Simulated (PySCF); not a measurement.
## Electronic structure of C6H11NSi2 (SMILES CC#CC#CCN([SiH3])[SiH3]) in real space

| atom | x (Å) | y (Å) | z (Å) |
| --- | --- | --- | --- |
| C | 5.0031 | -0.7822 | -0.7607 |
| C | 3.6427 | -0.5234 | -0.3337 |
| C | 2.4987 | -0.3058 | 0.0255 |
| C | 1.2116 | -0.0625 | 0.4296 |
| C | 0.0685 | 0.1551 | 0.7935 |
| C | -1.3166 | 0.4063 | 1.1898 |
| N | -2.2776 | 0.3550 | 0.0882 |
| Si | -2.5042 | 1.8181 | -0.8481 |
| Si | -2.8152 | -1.2298 | -0.4313 |
| H | 5.6026 | -1.2015 | 0.0629 |
| H | 5.0253 | -1.5027 | -1.5937 |
| H | 5.4957 | 0.1428 | -1.1003 |
| H | -1.3720 | 1.3933 | 1.6859 |
| H | -1.6024 | -0.3265 | 1.9678 |
| H | -2.6694 | 2.9561 | 0.1088 |
| H | -3.7293 | 1.6421 | -1.6796 |
| H | -1.3536 | 2.1437 | -1.7484 |
| H | -4.0182 | -1.0435 | -1.2924 |
| H | -3.1537 | -2.0218 | 0.7918 |
| H | -1.7862 | -1.9960 | -1.2019 |

Geometry: PBE0-D3(BJ)/def2-SVP.

These are results of PySCF 2.14.0, PBE0/pcSseg-1, SCF density, gas phase, non-relativistic, not measurements.

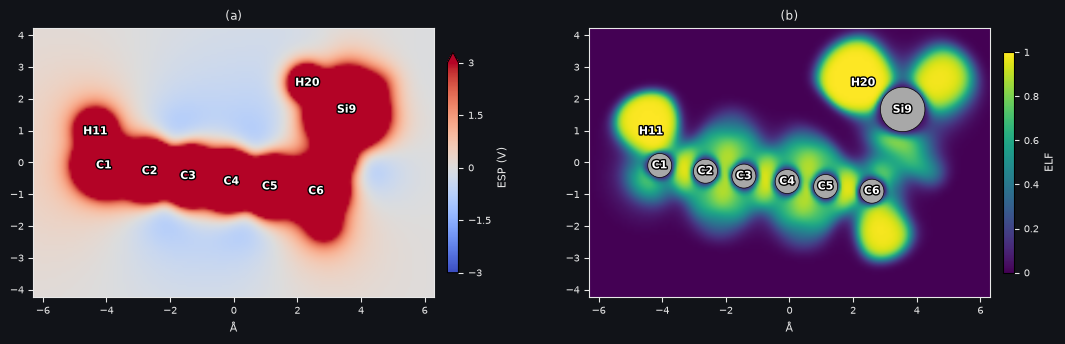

Figure 1. (a) molecular electrostatic potential; (b) electron localisation function on the plane of atoms C2, C1 and H11. Grey discs cover the atomic cores in the ELF map.

> What does the map show?

Atoms in the plane: C, Si and H. C–C (1.22 Å): the ELF peaks at about 0.85 between the atoms: a multiple bond. C–H (1.10 Å): the ELF climbs to about 1 towards the hydrogen, as it does in any bond to H: a covalent bond by its length. C–C (1.37 Å): the ELF peaks at about 0.95 between the atoms; a covalent bond. Si–H (1.50 Å): the ELF climbs to about 1 towards the hydrogen. Outside the dense part of the molecule the potential is most negative (−0.8 V) near C4.

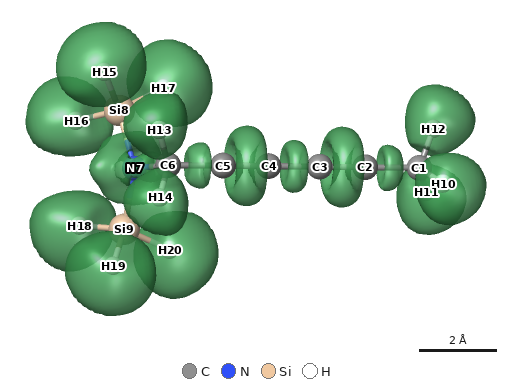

Figure 2. Isosurface of the electron localisation function at 0.75 (green), seen across its widest extent. Only the valence region is drawn (cores and ρ < 0.01 e/Å³ removed).

> Describe the localisation domains.

At this value the surface marks out five regions between bonded C–C atoms (shared pairs), eleven regions around hydrogen nuclei and one region on N in which the atom's valence shell and bonds are merged.


 C–N (1.46 Å): the ELF peaks at about 0.90 between the atoms, as expected for localised, covalent bonding.

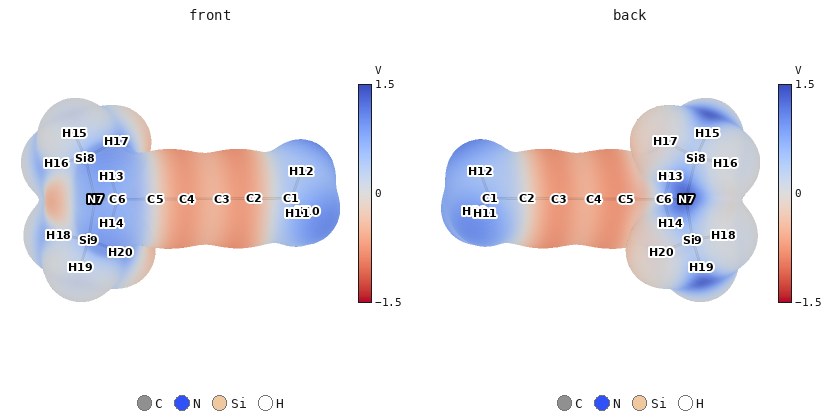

Figure 3. The molecular electrostatic potential painted on the density surface at 0.002 e/bohr³, seen from the front and from behind; red is negative and blue positive.

> Where is the surface potential most negative and most positive?

The most negative region (about −0.8 V, or −18 kcal/mol for a unit charge) lies over C3, C4 and C5, the most positive (about +1.3 V, or +30 kcal/mol for a unit charge) over Si8 and Si9.

> What dipole moment does the calculation give?

Its dipole moment is 1.17 D.
